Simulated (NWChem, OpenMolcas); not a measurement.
# How methods differ on C2H4BCl (SMILES C=CBCl)

The species is C2H4BCl (8 atoms), meant as a singlet with charge 0. As SMILES, `C=CBCl`. The coordinates come from a PBE0-D4/def2-TZVP relaxation. This is one conformer, not always the lowest.

Each level gives the HOMO–LUMO gap (eV). The values are calculated.

```tsv
level	kind	program	value (eV)	CPU time
HF/def2-SVPD	Hartree–Fock	NWChem	12.51	71 s
PBE/def2-SVPD	GGA	OpenMolcas	4.05	85 s
revPBE/def2-SVPD	GGA	OpenMolcas	4.11	78 s
M06-L/def2-SVPD	meta-GGA	OpenMolcas	4.60	1.7 min
TPSS/def2-SVPD	meta-GGA	OpenMolcas	4.38	1.7 min
M06-2X/def2-SVPD	hybrid meta-GGA	NWChem	8.54	100 s
PBE0/def2-SVPD	global hybrid	OpenMolcas	6.38	72 s
B2PLYP/def2-SVPD	double hybrid	OpenMolcas	8.69	59 s
```

The values span 4.05 to 12.51 eV. Orbital gaps aren't excitation energies, and those of double hybrids come from the SCF part alone; they tend to grow with the share of exact exchange. Times are those of the runs behind each value, whatever else they computed, on shared processors of several kinds: orders of magnitude only.

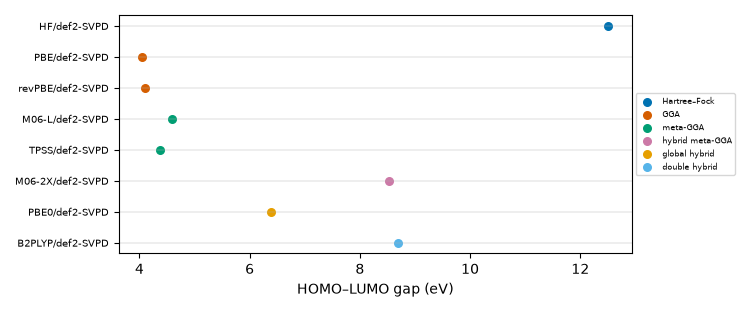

The values of the table, level by level.
